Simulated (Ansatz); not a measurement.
## Phonons of Ta3BiC antiperovskite

The plan: relax Ta3BiC antiperovskite, check its phonons, and, if the lattice is stable, compute its Eliashberg function and ρ(T).

Main program and level: Ansatz 0.2.0; DFT PBE, scalar-relativistic, plane waves, PAW.

The structure was built from a prototype and need not be the compound's stable phase.

**1. Set-up**

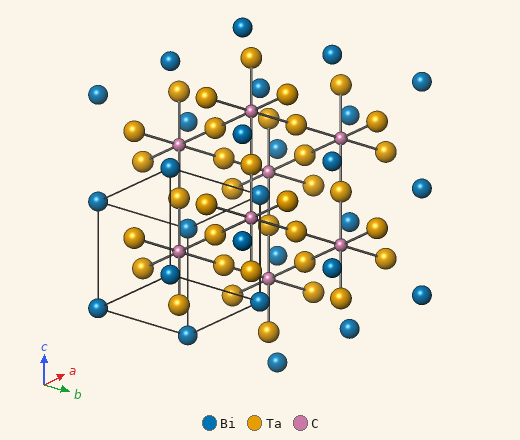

The starting structure, seen from a free direction (bismuth blue, tantalum orange, carbon pink). 2×2×2 cells are drawn. Some periodic images of atoms are drawn too.

**2. Rough relaxation**

Large forces or a large pressure at the start call for a first relaxation with loose thresholds.

input.yaml reads:

```yaml
crystal:
  lattice:
    - [4.54356, 0.0, 0.0]
    - [0.0, 4.54356, 0.0]
    - [0.0, 0.0, 4.54356]
  atoms:
    - { symbol: Bi, position: [0.0, 0.0, 0.0] }
    - { symbol: Ta, position: [0.5, 0.5, 0.0] }
    - { symbol: Ta, position: [0.5, 0.0, 0.5] }
    - { symbol: Ta, position: [0.0, 0.5, 0.5] }
    - { symbol: C, position: [0.5, 0.5, 0.5] }
kpoints:
  mp_grid: { grid: [4, 4, 4] }
hamiltonian:
  xc: pbe
scf:
  occupations: { method: gaussian, width: 0.1 }
output:
  forces: true
  stress: true
  eigenvalues: true
relax:
  adjacent_minimum: "off"
  f_tol: 0.05
  max_steps: 80
  cell: { stress_tol: 0.5 }
```

Run with:

```
$ ansatz run input.yaml --threads 4 --pin off --max-ram 16384MiB --backend cpu --events-out ev --progress --plain --runs-dir out
```

Numbers of over 12 decimals in the logs are rounded to 6 here.

The log of the run:

```text
The last accepted step is kept in <dir> (removed where the run ends without a failure and the disk answers)
Engine: ansatz 0.2.0, aarch64-unknown-linux-gnu
Pseudopotentials: kind: paw
Pseudopotential: Bi, paw, valence charge 15, recommended cutoff 420 eV (normal), Bi.paw.azcp
Pseudopotential: Ta, paw, valence charge 13, recommended cutoff 420 eV (normal), Ta.paw.azcp
Pseudopotential: C, paw, valence charge 4, recommended cutoff 420 eV (normal), C.paw.azcp
Functional definition: PBE
  parameter kappa = 0.804
  parameter beta = 0.066725
  exchange = pbe_x(kappa = kappa, mu = beta*pi^2/3)
  correlation = pbe_c(beta = beta)
Crystal: 5 atoms, lattice volume = 93.797 Å³
Basis set: ecut = 420 eV, 1839 PW (Γ), exchange–correlation on 64×64×64 points (8 copies of the dense FFT grid, shifted against one another)
Bands: 35, of which v1, the nominal top of the filled ones, is band 29 counted from 1 (28 counted from 0)
Symmetry: 48 space group operations
Space group: Pm-3m (ITA 221), of the structure as read, at distance tolerance 4.5e-5 Å
k-points: 10 of 64
Non-local potential: Bi, projectors of the file, l = 0: 2, l = 1: 2, l = 2: 2, l = 3: 2
Non-local potential: Ta, projectors of the file, l = 0: 3, l = 1: 2, l = 2: 2, l = 3: 1
Non-local potential: C, projectors of the file, l = 0: 2, l = 1: 2, l = 2: 1
PAW form: soft (Blöchl's): semilocal exchange-correlation on the pseudo side does not see the compensation charge
PAW one-centre angular grid: Bi, 590 points (default); XC on 64 Gauss nodes
PAW one-centre angular grid: Ta, 590 points (default); XC on 64 Gauss nodes
PAW one-centre angular grid: C, 110 points (default); XC on 64 Gauss nodes
Initial density: superposition of atomic densities (neutral atoms: chi_scale 0, normalization atom), corrected by the library's trained network
Initial wavefunctions: pseudopotential atomic-orbital guess
Functional: x = pbe(κ = 0.804, μ = 0.219515), c = pbe(β = 0.066725)
SCF iter   1: F=—  HF=-42442.553959 eV  |F-HF|=—  |Δ(HF+E_count)|=         —  Δρ=3.70e-3  dr2=8.78e-3  ethr=1.77e-3  ⟨swp⟩=5.3  Hψ=1420  notcnv=0
preconditioner: auto → Kerker (q_TF=auto, 2.518 Å⁻¹)  [metal: Δε(μ)=0.066 eV  Ē_g=5.662 eV  σ=0.100 eV  W_gap=0.36  n_scr=26 (ndim 8)  ℏωp=18.8 eV  f_vac=0.000  D(μ)=5.41/eV (n_scr^D=56)]
SCF iter   2: F=—  HF=-42442.552953 eV  |F-HF|=—  |Δ(HF+E_count)|=   1.01e-3  Δρ=1.99e-3  dr2=2.24e-3  ethr=1.51e-5  ⟨swp⟩=2.1  Hψ=540  notcnv=0
SCF iter   3: F=—  HF=-42442.552933 eV  |F-HF|=—  |Δ(HF+E_count)|=   2.01e-5  Δρ=3.66e-4  dr2=9.98e-5  ethr=3.86e-6  ⟨swp⟩=2.1  Hψ=470  notcnv=0
SCF iter   4: F=—  HF=-42442.552941 eV  |F-HF|=—  |Δ(HF+E_count)|=   7.52e-6  Δρ=6.96e-5  dr2=5.32e-6  ethr=1.72e-7  ⟨swp⟩=2.1  Hψ=439  notcnv=0
SCF iter   5: F=—  HF=-42442.552940 eV  |F-HF|=—  |Δ(HF+E_count)|=   7.01e-7  Δρ=1.70e-5  dr2=3.09e-7  ethr=9.18e-9  ⟨swp⟩=2.0  Hψ=472  notcnv=0
SCF iter   6: F=-42442.552940 eV  HF=-42442.552940 eV  |F-HF|=6.94e-9  |Δ(HF+E_count)|=   2.80e-8  Δρ=4.60e-6  dr2=2.37e-8  ethr=1.72e-10  ⟨swp⟩=7.7  Hψ=1437  notcnv=0
SCF 1 converged in 6 iterations: F = -42442.552940 eV  dr2 = 2.37e-8
  greatest PAW one-centre occupation: 0.999 electrons in one spin orbital (limit 2), on the Ta atom at site 2 (counted from 0), in its partial waves of l = 0
relax step   1: F+E_penalty+E_count = -42442.55293977 eV  Δ(F+E_penalty+E_count) = +0.000e0 eV  max|allowed force component| = 3.329e-29 eV/Å  Δτ_max = 0.0000 Å  P = -14.561 GPa  Ω = 93.797 Å³  (6 SCF iters, dr2 threshold 1.00e-7 eV, accepted)
Crystal: 5 atoms, lattice volume = 80.737 Å³
Basis set: ecut = 420 eV, 1575 PW (Γ), exchange–correlation on 64×64×64 points (8 copies of the dense FFT grid, shifted against one another)
Initial density: handed on by an earlier stage of this run
Initial wavefunctions: those handed on with the density
iter 1 solved again at ethr=1.47e-3 eV; its pass at ethr=3.10e-3 eV (dr2=8.50e-1 eV) is discarded
SCF iter   1: F=—  HF=-42443.055578 eV  |F-HF|=—  |Δ(HF+E_count)|=         —  Δρ=2.09e-2  dr2=8.53e-1  ethr=1.47e-3  ⟨swp⟩=1.0  Hψ=2033  notcnv=0
preconditioner: auto → Kerker (q_TF=auto, 2.582 Å⁻¹)  [metal: Δε(μ)=0.070 eV  Ē_g=11.703 eV  σ=0.100 eV  W_gap=0.36  n_scr=26 (ndim 8)  ℏωp=24.1 eV  f_vac=0.000  D(μ)=5.36/eV (n_scr^D=56)]
SCF iter   2: F=—  HF=-42442.916441 eV  |F-HF|=—  |Δ(HF+E_count)|=   1.39e-1  Δρ=1.02e-2  dr2=2.74e-1  ethr=1.47e-3  ⟨swp⟩=2.1  Hψ=454  notcnv=0
SCF iter   3: F=—  HF=-42442.845846 eV  |F-HF|=—  |Δ(HF+E_count)|=   7.06e-2  Δρ=2.26e-3  dr2=1.33e-2  ethr=4.72e-4  ⟨swp⟩=2.1  Hψ=541  notcnv=0  defer=2
SCF iter   4: F=—  HF=-42442.841383 eV  |F-HF|=—  |Δ(HF+E_count)|=   4.46e-3  Δρ=3.16e-4  dr2=9.87e-5  ethr=2.28e-5  ⟨swp⟩=2.0  Hψ=470  notcnv=0  defer=2
SCF iter   5: F=—  HF=-42442.841286 eV  |F-HF|=—  |Δ(HF+E_count)|=   9.70e-5  Δρ=6.40e-5  dr2=2.71e-6  ethr=1.70e-7  ⟨swp⟩=3.1  Hψ=638  notcnv=0  defer=2
SCF iter   6: F=-42442.841285 eV  HF=-42442.841285 eV  |F-HF|=2.83e-8  |Δ(HF+E_count)|=   2.80e-7  Δρ=1.08e-5  dr2=1.03e-7  ethr=8.62e-10  ⟨swp⟩=8.7  Hψ=1598  notcnv=0
SCF 2 converged in 6 iterations: F = -42442.841285 eV  dr2 = 1.03e-7
relax step   2: F+E_penalty+E_count = -42442.84128531 eV  Δ(F+E_penalty+E_count) = -2.883e-1 eV  max|allowed force component| = 7.310e-30 eV/Å  Δτ_max = 0.0000 Å  P = +11.053 GPa  Ω = 80.737 Å³  energy of the carried Pulay correction = +8.225e-3 eV  (6 SCF iters, dr2 threshold 5.00e-7 eV, accepted)
Crystal: 5 atoms, lattice volume = 85.898 Å³
Basis set: ecut = 420 eV, 1743 PW (Γ), exchange–correlation on 64×64×64 points (8 copies of the dense FFT grid, shifted against one another)
iter 1 solved again at ethr=3.68e-4 eV; its pass at ethr=3.10e-3 eV (dr2=2.14e-1 eV) is discarded
SCF iter   1: F=—  HF=-42443.031270 eV  |F-HF|=—  |Δ(HF+E_count)|=         —  Δρ=9.90e-3  dr2=2.17e-1  ethr=3.68e-4  ⟨swp⟩=1.0  Hψ=1858  notcnv=0
preconditioner: auto → Kerker (q_TF=auto, 2.555 Å⁻¹)  [metal: Δε(μ)=0.094 eV  Ē_g=6.053 eV  σ=0.100 eV  W_gap=0.48  n_scr=26 (ndim 8)  ℏωp=19.6 eV  f_vac=0.000  D(μ)=4.77/eV (n_scr^D=32)]
SCF iter   2: F=—  HF=-42442.995913 eV  |F-HF|=—  |Δ(HF+E_count)|=   3.54e-2  Δρ=4.62e-3  dr2=6.36e-2  ethr=3.68e-4  ⟨swp⟩=2.1  Hψ=424  notcnv=0
SCF iter   3: F=—  HF=-42442.980060 eV  |F-HF|=—  |Δ(HF+E_count)|=   1.59e-2  Δρ=1.03e-3  dr2=3.00e-3  ethr=1.10e-4  ⟨swp⟩=2.0  Hψ=447  notcnv=0
SCF iter   4: F=—  HF=-42442.979080 eV  |F-HF|=—  |Δ(HF+E_count)|=   9.80e-4  Δρ=1.62e-4  dr2=2.58e-5  ethr=5.18e-6  ⟨swp⟩=2.0  Hψ=489  notcnv=0
SCF iter   5: F=—  HF=-42442.979081 eV  |F-HF|=—  |Δ(HF+E_count)|=   1.23e-6  Δρ=3.40e-5  dr2=8.10e-7  ethr=4.44e-8  ⟨swp⟩=2.4  Hψ=522  notcnv=0
SCF iter   6: F=-42442.979081 eV  HF=-42442.979081 eV  |F-HF|=1.79e-8  |Δ(HF+E_count)|=   4.79e-8  Δρ=6.44e-6  dr2=3.99e-8  ethr=8.62e-10  ⟨swp⟩=7.5  Hψ=1526  notcnv=0
SCF 3 converged in 6 iterations: F = -42442.979081 eV  dr2 = 3.99e-8
  greatest PAW one-centre occupation: 0.999 electrons in one spin orbital (limit 2), on the Ta atom at site 3 (counted from 0), in its partial waves of l = 0
relax step   3: F+E_penalty+E_count = -42442.97908089 eV  Δ(F+E_penalty+E_count) = -1.378e-1 eV  max|allowed force component| = 3.324e-29 eV/Å  Δτ_max = 0.0000 Å  P = -1.460 GPa  Ω = 85.898 Å³  energy of the carried Pulay correction = +4.831e-3 eV  (6 SCF iters, dr2 threshold 5.00e-7 eV, accepted)
[...]
relax step   4: F+E_penalty+E_count = -42442.98277076 eV  Δ(F+E_penalty+E_count) = -3.690e-3 eV  max|allowed force component| = 1.887e-30 eV/Å  Δτ_max = 0.0000 Å  P = -0.131 GPa  Ω = 85.241 Å³  energy of the carried Pulay correction = +5.252e-3 eV  (6 SCF iters, dr2 threshold 5.00e-7 eV, accepted)
Basis set: ecut = 420 eV, 1743 PW (Γ), exchange–correlation on 60×60×60 points (8 copies of the dense FFT grid, shifted against one another)
Initial wavefunctions: pseudopotential atomic-orbital guess (no wavefunctions were taken with the density)
iter 1 solved again at ethr=1.84e-8 eV; its pass at ethr=3.10e-3 eV (dr2=1.07e-5 eV) is discarded
SCF iter   1: F=—  HF=-42442.978555 eV  |F-HF|=—  |Δ(HF+E_count)|=         —  Δρ=2.02e-4  dr2=5.76e-6  ethr=1.84e-8  ⟨swp⟩=3.8  Hψ=2545  notcnv=0
preconditioner: auto → Kerker (q_TF=auto, 2.559 Å⁻¹)  [metal: Δε(μ)=0.036 eV  Ē_g=11.612 eV  σ=0.100 eV  W_gap=0.20  n_scr=26 (ndim 8)  ℏωp=23.5 eV  f_vac=0.000  D(μ)=4.61/eV (n_scr^D=32)]
SCF iter   2: F=—  HF=-42442.978723 eV  |F-HF|=—  |Δ(HF+E_count)|=   1.68e-4  Δρ=1.06e-4  dr2=1.28e-6  ethr=9.93e-9  ⟨swp⟩=2.0  Hψ=442  notcnv=0
SCF iter   3: F=—  HF=-42442.978716 eV  |F-HF|=—  |Δ(HF+E_count)|=   6.84e-6  Δρ=1.18e-5  dr2=1.89e-8  ethr=2.21e-9  ⟨swp⟩=2.5  Hψ=579  notcnv=0
iter 4 did not close the SCF: its close was put off for the readings that it lacked (scf_convergence_deferred on its scf_iter line)
SCF iter   4: F=-42442.978716 eV  HF=-42442.978716 eV  |F-HF|=1.38e-10  |Δ(HF+E_count)|=   2.64e-8  Δρ=9.12e-7  dr2=4.62e-10  ethr=3.25e-11  ⟨swp⟩=2.0  Hψ=461  notcnv=0
iter 5 did not close the SCF: its close was put off for the readings that it lacked (scf_convergence_deferred on its scf_iter line)
SCF iter   5: F=-42442.978716 eV  HF=-42442.978716 eV  |F-HF|=0.00e0  |Δ(HF+E_count)|=  2.55e-10  Δρ=1.47e-7  dr2=1.80e-11  ethr=1.00e-12  ⟨swp⟩=2.0  Hψ=470  notcnv=0
SCF iter   6: F=-42442.978716 eV  HF=-42442.978716 eV  |F-HF|=4.37e-11  |Δ(HF+E_count)|=  1.46e-11  Δρ=4.33e-8  dr2=2.71e-12  ethr=1.00e-12  ⟨swp⟩=1.6  Hψ=769  notcnv=0
SCF 5 converged in 6 iterations: F = -42442.978716 eV  dr2 = 2.71e-12
relax step   5: F+E_penalty+E_count = -42442.97871617 eV  Δ(F+E_penalty+E_count) = +4.055e-3 eV  max|allowed force component| = 8.599e-30 eV/Å  Δτ_max = 0.0000 Å  P = -0.181 GPa  Ω = 85.241 Å³  stress off target by 1.81e-1 GPa  SCF on the basis re-selected at this cell (its energy is not comparable with the rows above)  (6 SCF iters)
basis re-selected at this cell: Δ(F+E_penalty+E_count) = +4.055e-3 eV, ΔP = -0.050 GPa vs the last step (what re-selecting the basis moved, of the pressure what is left beyond the Pulay correction that the steps carried, after the strain that the cell walked since its last selection, with what the two solves' SCF thresholds leave and, on support functions, any second-order correction that the steps lacked; it is no measure of the basis error at this ecutwfc). The dense FFT grid was sized anew with the basis: this SCF ran on 30×30×30 points, the steps before it on 32×32×32, so part of this shift can come from that change (see relax.cell in the input reference). [rest of the remark cut]
SCF converged after 6 iterations
Free energy (F): -42442.978716 eV
Harris-Foulkes:  -42442.978716 eV  (|F-HF|=4.37e-11)
Internal energy: -42442.955662 eV  (E = F + TS)
E sigma→0 (E₀):  -42442.967189 eV
Entropy (-TS):   -0.023055 eV (-4.611 meV/atom)
Fermi energy:    17.771149 eV
--- Per-component energies (eV) ---
  E_band       = -333.472965
  E_kinetic    = 1493.692212
  E_local      = -2990.610503  (includes V_loc(G=0)·N_el)
  E_nonlocal   = 631.471158
  E_hartree    = 991.754268
  E_xc         = -854.367351
  E_vxc        = -816.052653  (∫ρ·V_xc dr)
  E_paw        = -35955.197938  (= ΣΔE_a)
  E_vpaw       = -635.481658  (= ΣTr[D̂ρ^β])
  E_aug_tail   = 0.000000  (compensation charges beyond the density's cutoff)
  E_ewald      = -5759.697507
  E_smearing   = -0.023055  (= −TS)
  E_closure    = 0.000000  (closes the sum)
  Σ components = -42442.978716   (vs F -42442.978716, Δ=0.00e0)
--- Forces (eV/Å), atoms counted from 1 ---
  atom   1  Bi     0.00000000     0.00000000    -0.00000000
  atom   2  Ta    -0.00000000     0.00000000    -0.00000000
  atom   3  Ta     0.00000000     0.00000000     0.00000000
  atom   4  Ta     0.00000000     0.00000000    -0.00000000
  atom   5  C      0.00000000     0.00000000    -0.00000000
  max |Σ_I F_I| component: 1.37e-29 eV/Å
--- Stress (GPa, compression-positive) ---
       -0.180817      -0.000000      -0.000000
       -0.000000      -0.180817       0.000000
       -0.000000       0.000000      -0.180817
  P = ⅓ Tr σ = -0.1808 GPa (-1.808 kbar)
--- Band table (eV; the first three rows and the last of 10) ---
  k-point 0: bands = [... 25 lower, 15.1039, 15.1039, 17.4979, 17.4979, 17.4979, 17.7649, 19.1173, 19.1173, ... 2 higher]
  k-point 1: bands = [... 25 lower, 15.2933, 15.3091, 16.2859, 18.1605, 18.1605, 18.6024, 19.2494, 20.2156, ... 2 higher]
  k-point 2: bands = [... 25 lower, 15.5347, 16.4309, 17.4653, 18.0760, 18.1776, 18.7928, 18.7928, 18.8798, ... 2 higher]
  k-point 9: bands = [... 25 lower, 16.9321, 16.9321, 16.9321, 17.5341, 17.5341, 17.5341, 19.0679, 19.8779, ... 2 higher]
--- Relaxed structure (4 steps of the walk, 4 accepted, 1 SCFs on fresh bases) ---
  F+E_penalty+E_count = -42442.97871617 eV   max|allowed force component| = 8.599e-30 eV/Å   (the final SCF, on the basis selected at the relaxed cell)
  cell:  # Å, volume = 85.2411 Å³
    - [4.400984, 0, 0]
    - [0, 4.400984, 0.0]
    - [0, 0.0, 4.400984]
  atoms:
    - { symbol: Bi, position: [0, 0, 0] }
    - { symbol: Ta, position: [0.5, 0.5, 0] }
    - { symbol: Ta, position: [0.5, 0, 0.5] }
    - { symbol: Ta, position: [0, 0.5, 0.5] }
    - { symbol: C, position: [0.5, 0.5, 0.5] }
```

Elapsed: 3.2 s, on 4 threads of Arm Neoverse V2, shared host; peak memory 0.41 GiB.

The steps of the relaxation:

```csv
step,energy less that of the first step (eV),largest force component (eV/Å),pressure (GPa),volume (Å³)
1,0.0000,0.0000,-14.56,93.80
2,-0.2883,0.0000,11.05,80.74
3,-0.4261,0.0000,-1.46,85.90
4,-0.4298,0.0000,-0.13,85.24
5*,-0.4258,0.0000,-0.18,85.24
```

Relaxation steps marked * repeat the geometry before them on a plane-wave basis chosen anew for their cell, so energy and pressure can jump there.

The run keeps the 48 symmetry operations that it works with, so distortions that break them were not tested.

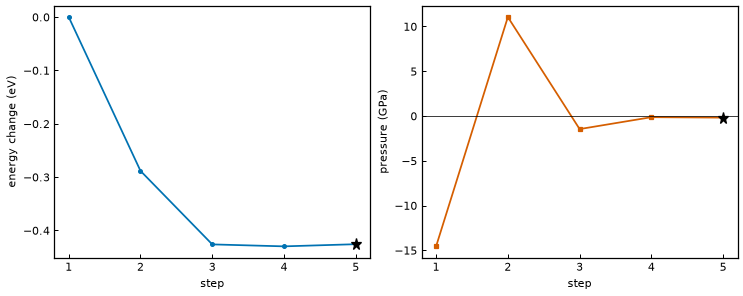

Energy and pressure along the relaxation. Stars mark steps on a basis chosen anew.

```csv
"conventional cell, symmetrised",before,after,change
a (Å),4.544,4.401,-3.1 %
b (Å),4.544,4.401,-3.1 %
c (Å),4.544,4.401,-3.1 %
volume (Å³/atom),18.76,17.05,-9.1 %
```

Final coordinates:

```cif
data_structure
_symmetry_space_group_name_H-M 'P 1'
_symmetry_Int_Tables_number 1
_cell_length_a 4.4010
_cell_length_b 4.4010
_cell_length_c 4.4010
_cell_angle_alpha 90.000
_cell_angle_beta 90.000
_cell_angle_gamma 90.000
_cell_volume 85.24
loop_
_atom_site_label
_atom_site_type_symbol
_atom_site_fract_x
_atom_site_fract_y
_atom_site_fract_z
_atom_site_occupancy
Bi1 Bi 0.00000 0.00000 0.00000 1
Ta2 Ta 0.50000 0.50000 0.00000 1
Ta3 Ta 0.50000 0.00000 0.50000 1
Ta4 Ta 0.00000 0.50000 0.50000 1
C5 C 0.50000 0.50000 0.50000 1
```

This step gave:

```
pressure          : -0.1808 GPa
volume per atom   : 17.05 Å³
metallic on mesh  : yes
gap on the k-mesh : 0 eV
```

The largest force is now zero by symmetry and the largest stress component 0.18 GPa.

**3. Relaxation**

Lattice constant and positions set the bands and the force constants, so the cell is relaxed first.

input.yaml, the sections that differ from step 2:

```yaml
crystal:
  lattice:
    - [4.4009836943, 0.0, 0.0]
    - [0.0, 4.4009836943, 0.0]
    - [0.0, 0.0, 4.4009836943]
  atoms:
    - { symbol: Bi, position: [0.0, 0.0, 0.0] }
    - { symbol: Ta, position: [0.5, 0.5, 0.0] }
    - { symbol: Ta, position: [0.5, 0.0, 0.5] }
    - { symbol: Ta, position: [0.0, 0.5, 0.5] }
    - { symbol: C, position: [0.5, 0.5, 0.5] }
kpoints:
  mp_grid: { grid: [6, 6, 6] }
relax:
  adjacent_minimum: "off"
  f_tol: 0.005
  max_steps: 80
  cell: { stress_tol: 0.05 }
# hamiltonian, scf, output: as in step 2
```

The log of the run:

```text
[the first part of the log is left out]
  E_ewald      = -5766.389461
  E_smearing   = -0.038704  (= −TS)
  E_closure    = 0.000000  (closes the sum)
  Σ components = -42443.012332   (vs F -42443.012332, Δ=0.00e0)
[...]
--- Stress (GPa, compression-positive) ---
       -0.006459       0.000000      -0.000000
        0.000000      -0.006459      -0.000000
       -0.000000      -0.000000      -0.006459
  P = ⅓ Tr σ = -0.0065 GPa (-0.065 kbar)
--- Band table (eV; the first three rows and the last of 20) ---
[...]
--- Relaxed structure (3 steps of the walk, 2 accepted, 1 SCFs on fresh bases) ---
[...]
cell:  # Å, volume = 84.9447 Å³
    - [4.395876, 0, 0.0]
    - [0, 4.395876, 0.0]
    - [0, 0.0, 4.395876]
  atoms:
    - { symbol: Bi, position: [0, 0, 0] }
    - { symbol: Ta, position: [0.500000, 0.500000, 0] }
    - { symbol: Ta, position: [0.500000, 0, 0.500000] }
    - { symbol: Ta, position: [0, 0.500000, 0.500000] }
    - { symbol: C, position: [0.500000, 0.500000, 0.500000] }
```

The job ended after 3.6 s (4 threads; peak memory 0.44 GiB; 12 s of CPU time).

Step by step:

```csv
step,energy less that of the first step (eV),largest force component (eV/Å),pressure (GPa),volume (Å³)
1,0.0000,0.0000,-0.64,85.24
2,-0.0002,0.0000,0.75,84.60
3,-0.0008,0.0000,0.00,84.94
4,-0.0005,0.0000,-0.01,84.94
```

The log counts 1 steps on a newly chosen plane-wave basis, not all of them marked here; energy and pressure can jump at such steps. Relaxation step 2 was tried and not accepted.

```csv
"conventional cell, symmetrised",before,after,change
a (Å),4.401,4.396,-0.1 %
b (Å),4.401,4.396,-0.1 %
c (Å),4.401,4.396,-0.1 %
volume (Å³/atom),17.05,16.99,-0.3 %
```

The relaxed structure:

```xyz
5
Lattice="4.3959 0.0000 0.0000 0.0000 4.3959 0.0000 0.0000 0.0000 4.3959" Properties=species:S:1:pos:R:3 pbc="T T T"
Bi    0.0000    0.0000    0.0000
Ta    2.1979    2.1979    0.0000
Ta    2.1979    0.0000    2.1979
Ta    0.0000    2.1979    2.1979
C     2.1979    2.1979    2.1979
```

This step gave:

| Property | Result |
| --- | --- |
| pressure | -0.006459 GPa |
| volume per atom | 16.99 Å³ |

The largest force is now zero by symmetry and the largest stress component 0.0065 GPa, small enough for phonons.

(Continued in part 2 of 3.)

[Logs are printed without paths, hosts, clocks, repeated set-up lines and the standing remarks that a program may print on its own settings, such as how far it seeks lower states.]

[Hosts, paths, dates, database ids (printed as entryN), source tags and the programs' standing remarks are cut or masked in the printed files.]
